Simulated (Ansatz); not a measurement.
# AlO (quartet): correlated methods under varied settings at distance Al1–O2 = 1.784 Å

Aim: run AlO (quartet) at one geometry under a spread of methods and options, and see what each costs and gives.

Computed with Ansatz 0.2.0, Gaussian basis. Level: the settings change from run to run.

32 further runs of the same task are left out: 10 for a known fault of the program, 16 that didn't finish, 6 set aside as unsound or not needed.

**1. The system**

The geometry derives from a PBE0/def2-TZVP stationary point (not a proven minimum). One bond is set to the value named and the two fragments are kept rigid.

2 atoms, charge 0, spin multiplicity 4.

Atoms are counted from 1 here; the program's logs count them from 0.

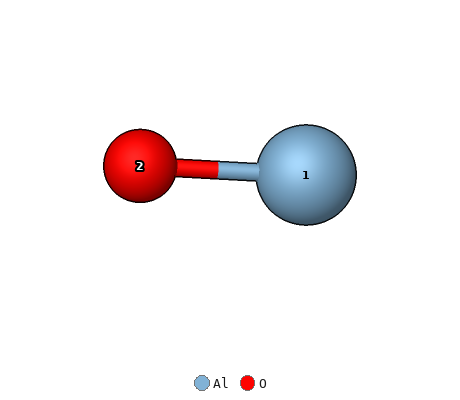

The geometry (aluminium light blue, oxygen red); atoms are numbered from 1 in the order of the file.

**2. NEVPT4(SD)(9,6)/STO-3G**

The input, in.yaml:

```yaml
crystal:
  periodic: [false, false, false]
  atoms:
    - {symbol: Al, position_ang: [0.000000, 0.000000, 0.000000]}
    - {symbol: O, position_ang: [0.000000, 0.000000, 1.784100]}
basis:
  gaussian: {orbitals: STO-3G, fitting: {mean_field: def2-universal-jkfit}}
magnetization: {spin_polarized: false, initial_magnetization: 3}
correlation: {method: fic_nevpt4_sd, electrons: outside_noble_gas, active_space: {window: {electrons: 9, orbitals: 6}, states: [{multiplicity: 4, weights: [1, 1, 0.5, 0.5]}], root: 3}}
scf: {lower_state_search: light}
```

On the command line:

```console
ansatz run in.yaml --threads 1 --pin off --events-out ev --progress --plain --max-ram 2393MiB
```

The program printed:

```text
Functional definition: HF
  name "HF"
  cite "Fock, Z. Phys. 61, 126 (1930) doi:10.1007/BF01340294"
  parent pbe
  exchange = exact_x
  correlation = 0
205 factors; integrals over basis functions are off by at most 7.0e-3 eV
mean field evaluation 1: about -8507.5871 eV, gradient 6.2e0 eV
mean field evaluation 2: about -8507.8678 eV, gradient 2.4e0 eV
mean field evaluation 4: about -8507.9950 eV, gradient 6.4e-1 eV
mean field evaluation 8: about -8508.0468 eV, gradient 2.4e-1 eV
mean field evaluation 16: about -8507.5871 eV, gradient 6.2e0 eV
mean field evaluation 32: about -8502.6934 eV, gradient 2.6e1 eV
mean field evaluation 64: about -8508.2092 eV, gradient 4.1e-1 eV
mean field evaluation 96: about -8508.2223 eV, gradient 2.8e-2 eV
mean field -8508.22230122 eV, -312.6714024897 hartree, gradient 2.5e-6 eV, S^2 3.750000; 11 other end points of the search recorded, 0 dependent functions left out
reference -8508.22230122 eV, -312.6714024897 hartree; 12, 9 occupied and 2, 5 virtual orbitals, 205 factors
state -8508.06864752 eV, -312.6657558203 hartree
state -8507.91883203 eV, -312.6602502024 hartree
state -8504.68402489 eV, -312.5413732328 hartree
state -8504.60566640 eV, -312.5384936116 hartree
state -8508.06864752 eV, -312.6657558203 hartree; corrected -8509.23849203 eV, -312.7087468132 hartree
state -8507.91883203 eV, -312.6602502024 hartree; corrected -8508.97520573 eV, -312.6990712199 hartree
state -8504.68402489 eV, -312.5413732328 hartree; corrected -8505.85602331 eV, -312.5844433803 hartree
state -8504.60566640 eV, -312.5384936116 hartree; corrected -8506.66873047 eV, -312.6143098177 hartree
Total energy: -8506.66873047 eV, -312.6143098177 hartree
```

Wall time 0.66 s (1 thread of Arm Neoverse V2, shared host).

From the report: 4 determinants; active occupations (of the averaged states) 2.00, 1.83, 1.50, 1.50, 1.17, 1.00.

**3. CCSD(T) on ROHF/STO-3G**

The input, in.yaml:

```yaml
crystal:
  periodic: [false, false, false]
  atoms:
    - {symbol: Al, position_ang: [0.000000, 0.000000, 0.000000]}
    - {symbol: O, position_ang: [0.000000, 0.000000, 1.784100]}
basis:
  gaussian: {orbitals: STO-3G, point_charges: [{charge: -0.50, position_ang: [4.509, 0.263, -0.541]}]}
magnetization: {spin_polarized: false, initial_magnetization: 3}
correlation: {method: ccsd_t, electrons: outside_noble_gas, diis_vectors: 1}
scf: {omitted_lower_state_checks: [cluster_reference]}
```

Launched as before.

The program printed, cut to the lines that bear on the results:

```text
Functional definition: HF
  name "HF"
  cite "Fock, Z. Phys. 61, 126 (1930) doi:10.1007/BF01340294"
  parent pbe
[...]
161 factors; integrals over basis functions are off by at most 2.3e-5 eV
[...]
mean field -8508.30318277 eV, -312.6743748317 hartree, gradient 1.4e-6 eV, S^2 3.750000; 14 other end points of the search recorded, 0 dependent functions left out
6 core orbitals not correlated: weight in the atoms' cores, before any rotation towards them, 1.000 or more for the frozen orbitals, at most 0.000 for the correlated occupied ones
reference -8508.30318277 eV, -312.6743748317 hartree; 6, 3 occupied and 2, 5 virtual orbitals, 161 factors
second order -0.62805201 eV of doubles, -0.03900490 eV of singles
cycle   1  -0.80001292 eV  change   -1.3e-1 eV  update   6.8e-2
[...]
cycle   5  -1.05473428 eV  change   -1.2e-6 eV  update   1.0e-6
perturbative correction -0.09427499 eV, -0.0034645419 hartree
WARN: the results are in doubt because among natural orbitals full CI differs from the method by -0.102 eV
Total energy: -8509.45219203 eV, -312.7166001433 hartree
In doubt: among natural orbitals full CI differs from the method by -0.102 eV
Checks for a lower state left out: cluster_reference
```

Wall time 0.36 s (1 thread of Arm Neoverse V2, shared host).

From the report: correlation -1.1490 eV; T1 0.033; largest double amplitude 0.28. The program marks this result as in doubt; its last lines say why.

**4. HF/cc-pVDZ**

The input, in.yaml:

```yaml
crystal:
  periodic: [false, false, false]
  atoms:
    - {symbol: Al, position_ang: [0.000000, 0.000000, 0.000000]}
    - {symbol: O, position_ang: [0.000000, 0.000000, 1.784100]}
basis:
  gaussian: {orbitals: cc-pVDZ, fitting: {mean_field: def2-universal-jkfit}}
magnetization: {spin_polarized: true, initial_magnetization: 3}
hamiltonian: {xc: hf, pseudopotentials: {relativity: scalar}}
output: {forces: true, orbitals: {seedname: orbitals}}
```

The command is unchanged.

The program printed, cut to the lines that bear on the results:

```text
Functional definition: HF
  name "HF"
  cite "Fock, Z. Phys. 61, 126 (1930) doi:10.1007/BF01340294"
  parent pbe
[...]
205 factors; integrals over basis functions are off by at most 9.1e-2 eV
[...]
mean field -8629.44910279 eV, -317.1264052770 hartree, gradient 1.6e-5 eV, S^2 3.760099; 5 other end points of the search recorded, 0 dependent functions left out
[...]
reference -8629.44910279 eV, -317.1264052770 hartree; 12, 9 occupied and 20, 23 virtual orbitals, 205 factors
Total energy: -8629.44910279 eV, -317.1264052770 hartree
Relativity: scalar
Atom 0 at     0.000000     0.000000     0.000000 Å, force     0.000000     0.000000    -0.386817 eV/Å
Atom 1 at     0.000000     0.000000     1.784100 Å, force    -0.000000    -0.000000     0.386817 eV/Å
Dipole moment:     0.000000     0.000000    -0.514820 e Å
```

Wall time 0.36 s (1 thread of Arm Neoverse V2, shared host).

From the report: ⟨S²⟩ of the determinant 3.760 (pure quartet: 3.75).

**5. MP2 on UHF/6-31G**

The input, in.yaml:

```yaml
crystal:
  periodic: [false, false, false]
  atoms:
    - {symbol: Al, position_ang: [0.000000, 0.000000, 0.000000]}
    - {symbol: O, position_ang: [0.000000, 0.000000, 1.784100]}
basis:
  gaussian: {orbitals: 6-31G}
magnetization: {spin_polarized: true, initial_magnetization: 3}
correlation: {method: mp2, electrons: outside_noble_gas}
```

The command is unchanged.

The program printed, cut to the lines that bear on the results:

```text
Functional definition: HF
  name "HF"
  cite "Fock, Z. Phys. 61, 126 (1930) doi:10.1007/BF01340294"
  parent pbe
[...]
213 factors; integrals over basis functions are off by at most 1.6e-4 eV
[...]
mean field -8615.97107482 eV, -316.6310968846 hartree, gradient 2.7e-6 eV, S^2 3.758147; 13 other end points of the search recorded, 0 dependent functions left out
6 core orbitals not correlated: weight in the atoms' cores, before any rotation towards them, 1.000 or more for the frozen orbitals, at most 0.000 for the correlated occupied ones
reference -8615.97107482 eV, -316.6310968846 hartree; 6, 3 occupied and 10, 13 virtual orbitals, 213 factors
second order -2.69220610 eV of doubles, -0.00000000 eV of singles
Total energy: -8618.66328091 eV, -316.7300336338 hartree
```

Wall time 0.39 s (1 thread of Arm Neoverse V2, shared host).

From the report: ⟨S²⟩ of the determinant 3.758 (pure quartet: 3.75).

**6. CCSD(T) on UHF/6-31G**

Edit in.yaml of step 5 so:

```diff
@@ -8,2 +8,2 @@
 magnetization: {spin_polarized: true, initial_magnetization: 3}
-correlation: {method: mp2, electrons: outside_noble_gas}
+correlation: {method: ccsd_t, electrons: outside_noble_gas, diis_vectors: 12}
```

Launched as before.

The program printed, cut to the lines that bear on the results:

```text
Functional definition: HF
  name "HF"
  cite "Fock, Z. Phys. 61, 126 (1930) doi:10.1007/BF01340294"
  parent pbe
[...]
213 factors; integrals over basis functions are off by at most 1.6e-4 eV
[...]
mean field -8615.97107482 eV, -316.6310968846 hartree, gradient 2.7e-6 eV, S^2 3.758147; 15 other end points of the search recorded, 0 dependent functions left out
determinant -8615.97107482 eV, -316.6310968846 hartree, with singles and doubles -8618.95265243 eV, -316.7406678408 hartree
determinant -8615.73462626 eV, -316.6224075604 hartree, with singles and doubles -8618.65171462 eV, -316.7296085802 hartree
determinant -8614.21728915 eV, -316.5666464501 hartree, with singles and doubles -8617.10906402 eV, -316.6729172165 hartree
determinant -8613.63363762 eV, -316.5451976520 hartree, with singles and doubles -8616.03157331 eV, -316.6333201630 hartree
determinant -8612.71567706 eV, -316.5114632236 hartree, with singles and doubles -8615.98447222 eV, -316.6315892300 hartree
determinant -8615.97107482 eV, -316.6310968846 hartree, with singles and doubles -8618.97499138 eV, -316.7414887820 hartree
determinant -8615.73462626 eV, -316.6224075604 hartree, with singles and doubles -8618.65636657 eV, -316.7297795365 hartree
6 core orbitals not correlated: weight in the atoms' cores, before any rotation towards them, 1.000 or more for the frozen orbitals, at most 0.000 for the correlated occupied ones
reference -8615.97107482 eV, -316.6310968846 hartree; 6, 3 occupied and 10, 13 virtual orbitals, 213 factors
second order -2.69220610 eV of doubles, -0.00000000 eV of singles
cycle   1  -3.00391600 eV  change    5.5e-7 eV  update   3.4e-6
perturbative correction -0.09368511 eV, -0.0034428642 hartree
Total energy: -8619.06867593 eV, -316.7449316259 hartree
```

It took 1.1 s on 1 thread of Arm Neoverse V2, shared host.

From the report: ⟨S²⟩ of the determinant 3.758 (pure quartet: 3.75); correlation -3.0976 eV; T1 0.027; largest double amplitude 0.11.

**7. MRCISD+Q(3,8)/6-31G**

The input, in.yaml:

```yaml
crystal:
  periodic: [false, false, false]
  atoms:
    - {symbol: Al, position_ang: [0.000000, 0.000000, 0.000000]}
    - {symbol: O, position_ang: [0.000000, 0.000000, 1.784100]}
basis:
  gaussian: {orbitals: 6-31G, fitting: {mean_field: def2-universal-jkfit}}
magnetization: {spin_polarized: false, initial_magnetization: 3}
correlation: {method: fic_mrcisd_q, electrons: outside_noble_gas, active_space: {window: {electrons: 3, orbitals: 8}}}
accuracy: high
```

Same command.

The program printed, cut to the lines that bear on the results:

```text
Functional definition: HF
  name "HF"
  cite "Fock, Z. Phys. 61, 126 (1930) doi:10.1007/BF01340294"
  parent pbe
[...]
205 factors; integrals over basis functions are off by at most 3.0e-3 eV
[...]
mean field -8615.91327247 eV, -316.6289726875 hartree, gradient 1.6e-8 eV, S^2 3.750000; 13 other end points of the search recorded, 0 dependent functions left out
reference -8615.91327247 eV, -316.6289726875 hartree; 12, 9 occupied and 10, 13 virtual orbitals, 205 factors
state -8615.95427221 eV, -316.6304794000 hartree
contracted CI cycle   1: correlation 0.00000000 eV, 0.0000000000 hartree, residual 1.54e1 eV
contracted CI cycle   2: correlation -2.65030320 eV, -0.0973968461 hartree, residual 3.10e0 eV
contracted CI cycle   3: correlation -2.84474445 eV, -0.1045424303 hartree, residual 1.34e0 eV
contracted CI cycle   4: correlation -2.88344059 eV, -0.1059644871 hartree, residual 4.85e-1 eV
[...]
contracted CI cycle  15: correlation -2.89306723 eV, -0.1063182598 hartree, residual 1.36e-4 eV
contracted CI cycle  16: correlation -2.89306723 eV, -0.1063182599 hartree, residual 5.63e-5 eV
contracted CI cycle  17: correlation -2.89306723 eV, -0.1063182599 hartree, residual 1.85e-5 eV
contracted CI cycle  18: correlation -2.89306723 eV, -0.1063182599 hartree, residual 5.95e-6 eV
contracted CI cycle  19: correlation -2.89306723 eV, -0.1063182599 hartree, residual 1.84e-6 eV
contracted CI cycle  20: correlation -2.89306723 eV, -0.1063182599 hartree, residual 8.56e-7 eV
contracted CI cycle  21: correlation -2.89306723 eV, -0.1063182599 hartree, residual 7.10e-7 eV
contracted CI cycle  22: correlation -2.89306723 eV, -0.1063182599 hartree, residual 4.70e-7 eV
contracted CI cycle  23: correlation -2.89306723 eV, -0.1063182599 hartree, residual 1.81e-7 eV
state -8615.95427221 eV, -316.6304794000 hartree; corrected -8619.02634091 eV, -316.7433758426 hartree
WARN: 1 active orbitals are nearly empty or full. The corrections depend on them more than the energy does, and are more stable in an active space without them
Total energy: -8619.02634091 eV, -316.7433758426 hartree
```

Run time: 3.7 s. Hardware: 1 thread of Arm Neoverse V2, shared host.

From the report: 28 determinants; active occupations 1.00, 1.00, 1.00, 0.00, 0.00, 0.00, 0.00, 0.00. The report marks this result as in doubt.

**8. CCSD(T) on ROHF/6-31G***

The input, in.yaml:

```yaml
crystal:
  periodic: [false, false, false]
  atoms:
    - {symbol: Al, position_ang: [0.000000, 0.000000, 0.000000]}
    - {symbol: O, position_ang: [0.000000, 0.000000, 1.784100]}
basis:
  gaussian: {orbitals: "6-31G*"}
magnetization: {spin_polarized: false, initial_magnetization: 3}
correlation: {method: ccsd_t, electrons: valence}
accuracy: high
output: {forces: true}
```

Launched as before.

The program printed, cut to the lines that bear on the results:

```text
Functional definition: HF
  name "HF"
  cite "Fock, Z. Phys. 61, 126 (1930) doi:10.1007/BF01340294"
  parent pbe
[...]
553 factors; integrals over basis functions are off by at most 3.1e-9 eV
[...]
mean field -8616.73497012 eV, -316.6591695191 hartree, gradient 1.7e-8 eV, S^2 3.750000; 13 other end points of the search recorded, 0 dependent functions left out
[...]
determinant -8616.73497012 eV, -316.6591695191 hartree, with singles and doubles -8621.60954237 eV, -316.8383067454 hartree
determinant -8616.49379014 eV, -316.6503063185 hartree, with singles and doubles -8621.33385160 eV, -316.8281752962 hartree
determinant -8614.91957400 eV, -316.5924549422 hartree, with singles and doubles -8619.71078278 eV, -316.7685286172 hartree
determinant -8613.99152531 eV, -316.5583497819 hartree, with singles and doubles -8618.58440703 eV, -316.7271350720 hartree
[...]
determinant -8616.49379014 eV, -316.6503063185 hartree, with singles and doubles -8621.33740398 eV, -316.8283058438 hartree
6 core orbitals not correlated: weight in the atoms' cores, before any rotation towards them, 1.000 or more for the frozen orbitals, at most 0.000 for the correlated occupied ones
reference -8616.73497012 eV, -316.6591695191 hartree; 6, 3 occupied and 22, 25 virtual orbitals, 553 factors
second order -4.35356831 eV of doubles, -0.08242627 eV of singles
cycle   1  -4.88215162 eV  change    1.5e-7 eV  update   1.7e-6
[...]
cycle  14  -4.88215084 eV  change   3.0e-10 eV  update  4.1e-10
perturbative correction -0.11951925 eV, -0.0043922516 hartree
[...]
Total energy: -8621.73664021 eV, -316.8429775046 hartree
Atom 0 at     0.000000     0.000000     0.000000 Å, force     0.000000    -0.000000    -0.521494 eV/Å
Atom 1 at     0.000000     0.000000     1.784100 Å, force    -0.000000     0.000000     0.521494 eV/Å
Dipole moment:    -0.000000     0.000000    -0.420943 e Å
```

It took 4.3 s on 1 thread of Arm Neoverse V2, shared host.

From the report: correlation -5.0017 eV; T1 0.030; largest double amplitude 0.06.

**9. CCSD(T)/6-31G**

The input, in.yaml:

```yaml
crystal:
  periodic: [false, false, false]
  atoms:
    - {symbol: Al, position_ang: [0.000000, 0.000000, 0.000000]}
    - {symbol: O, position_ang: [0.000000, 0.000000, 1.784100]}
basis:
  gaussian: {orbitals: 6-31G}
magnetization: {spin_polarized: true, initial_magnetization: 3}
hamiltonian: {xc: {name: B3LYP}}
correlation: {method: ccsd_t, electrons: valence}
```

Same command.

The program printed, cut to the lines that bear on the results:

```text
Functional definition: B3LYP
  name "B3LYP"
  cite "Stephens, Devlin, Chabalowski & Frisch, J. Phys. Chem. 98, 11623 (1994) doi:10.1021/j100096a001"
  cite "Becke, Phys. Rev. A 38, 3098 (1988) doi:10.1103/PhysRevA.38.3098"
  cite "Lee, Yang & Parr, Phys. Rev. B 37, 785 (1988) doi:10.1103/PhysRevB.37.785"
  cite "Vosko, Wilk & Nusair, Can. J. Phys. 58, 1200 (1980) doi:10.1139/p80-159"
[...]
213 factors; integrals over basis functions are off by at most 1.6e-4 eV
[...]
mean field -8638.48718251 eV, -317.4585485803 hartree, gradient 1.9e-6 eV, S^2 3.753713; 6 other end points of the search recorded, 0 dependent functions left out
6 core orbitals not correlated: weight in the atoms' cores, before any rotation towards them, 1.000 or more for the frozen orbitals, at most 0.000 for the correlated occupied ones
reference -8615.59775725 eV, -316.6173777170 hartree; 6, 3 occupied and 10, 13 virtual orbitals, 213 factors
second order -3.00868395 eV of doubles, -0.23409687 eV of singles
cycle   1  -3.05619811 eV  change    1.8e-1 eV  update   8.7e-2
[...]
cycle  15  -3.29670795 eV  change   -1.6e-6 eV  update   1.1e-5
perturbative correction -0.12000488 eV, -0.0044100981 hartree
Total energy: -8619.01447008 eV, -316.7429395977 hartree
```

Wall time 2.1 s (1 thread of Arm Neoverse V2, shared host).

From the report: ⟨S²⟩ of the determinant 3.754 (pure quartet: 3.75); correlation -3.4167 eV; T1 0.023; largest double amplitude 0.12. The orbitals are Kohn-Sham ones, so correlation energy and T1 don't compare with those on Hartree-Fock orbitals.

**10. NEVPT2(3,9)/6-31G**

The input, in.yaml:

```yaml
crystal:
  periodic: [false, false, false]
  atoms:
    - {symbol: Al, position_ang: [0.000000, 0.000000, 0.000000]}
    - {symbol: O, position_ang: [0.000000, 0.000000, 1.784100]}
basis:
  gaussian: {orbitals: 6-31G}
magnetization: {spin_polarized: false, initial_magnetization: 3}
correlation: {method: sc_nevpt2, electrons: outside_noble_gas, active_space: {window: {electrons: 3, orbitals: 9}, states: [{multiplicity: 4, weights: [1, 1, 0.5, 1]}]}}
```

The command is unchanged.

The program printed, cut to the lines that bear on the results:

```text
Functional definition: HF
  name "HF"
  cite "Fock, Z. Phys. 61, 126 (1930) doi:10.1007/BF01340294"
  parent pbe
[...]
392 factors; integrals over basis functions are off by at most 8.6e-8 eV
[...]
mean field -8615.91421397 eV, -316.6290072870 hartree, gradient 1.8e-6 eV, S^2 3.750000; 13 other end points of the search recorded, 0 dependent functions left out
reference -8615.91421397 eV, -316.6290072870 hartree; 12, 9 occupied and 10, 13 virtual orbitals, 392 factors
state -8615.92619888 eV, -316.6294477243 hartree
state -8615.68720026 eV, -316.6206646870 hartree
state -8612.51982555 eV, -316.5042658134 hartree
state -8610.23265079 eV, -316.4202136914 hartree
state -8615.92619888 eV, -316.6294477243 hartree; corrected -8618.66795607 eV, -316.7302054425 hartree
state -8615.68720026 eV, -316.6206646870 hartree; corrected -8618.41868761 eV, -316.7210449958 hartree
[...]
state -8615.90692617 eV, -316.6287394654 hartree
state -8615.69002679 eV, -316.6207685602 hartree
state -8612.59617751 eV, -316.5070716961 hartree
state -8610.18389068 eV, -316.4184217904 hartree
state -8615.90692617 eV, -316.6287394654 hartree; corrected -8618.56377562 eV, -316.7263768816 hartree
state -8615.69002679 eV, -316.6207685602 hartree; corrected -8618.32455068 eV, -316.7175855275 hartree
state -8612.59617751 eV, -316.5070716961 hartree; corrected -8615.37421795 eV, -316.6091627994 hartree
state -8610.18389068 eV, -316.4184217904 hartree; corrected -8612.92635064 eV, -316.5192053349 hartree
state -8615.92619888 eV, -316.6294477243 hartree; corrected -8618.66795607 eV, -316.7302054425 hartree
state -8615.68720026 eV, -316.6206646870 hartree; corrected -8618.41868761 eV, -316.7210449958 hartree
state -8612.51982555 eV, -316.5042658134 hartree; corrected -8615.52249394 eV, -316.6146118412 hartree
state -8610.23265079 eV, -316.4202136914 hartree; corrected -8613.05898713 eV, -316.5240796359 hartree
Total energy: -8616.54482222 eV, -316.6521817128 hartree
```

Run time: 5.5 s. Hardware: 1 thread of Arm Neoverse V2, shared host.

From the report: 20 determinants; active occupations (of the averaged states) 1.00, 0.99, 0.29, 0.29, 0.28, 0.14, 0.00, 0.00, 0.00.

**11. All runs side by side**

Where basis and cores are those of an earlier FCI/6-31G run (-8619.2508 eV), and the state is the same kind, the miss against it is given. † marks a result that the program doubts.

```csv
level,correlated,functions,energy (eV),from FCI (meV),time
"NEVPT4(SD)(9,6)/STO-3G (excited root 3 of an average)",outside noble gas,14,-8506.6687,,0.66 s
CCSD(T) on ROHF/STO-3G (beside a point charge) †,outside noble gas,14,-8509.4522,,0.36 s
HF/cc-pVDZ (relativity set),,32,-8629.4491,,0.36 s
MP2 on UHF/6-31G,outside noble gas,22,-8618.6633,587.5,0.39 s
CCSD(T) on UHF/6-31G,outside noble gas,22,-8619.0687,182.1,1.1 s
"MRCISD+Q(3,8)/6-31G †",outside noble gas,22,-8619.0263,224.5,3.7 s
CCSD(T) on ROHF/6-31G*,valence,34,-8621.7366,,4.3 s
CCSD(T)/6-31G (on B3LYP orbitals),valence,22,-8619.0145,236.3,2.1 s
"NEVPT2(3,9)/6-31G (mean of several states)",outside noble gas,22,-8616.5448,,5.5 s
```

**12. Summary of results**

| quantity | value |
| --- | --- |
| runs | 9 |
| quickest | CCSD(T) on ROHF/STO-3G (beside a point charge) †, 0.36 s |
| slowest | NEVPT2(3,9)/6-31G (mean of several states), 5.5 s |

Total energies in different bases, with other cores or another treatment of relativity can't be set against each other. NEVPT2(3,9)/6-31G (mean of several states) took 15 times as long as CCSD(T) on ROHF/STO-3G (beside a point charge) †; the jobs differ in more than the method. Among the correlated runs with a miss given, it spans +182 to +588 meV. Cores frozen from Kohn-Sham orbitals shift the total energy.
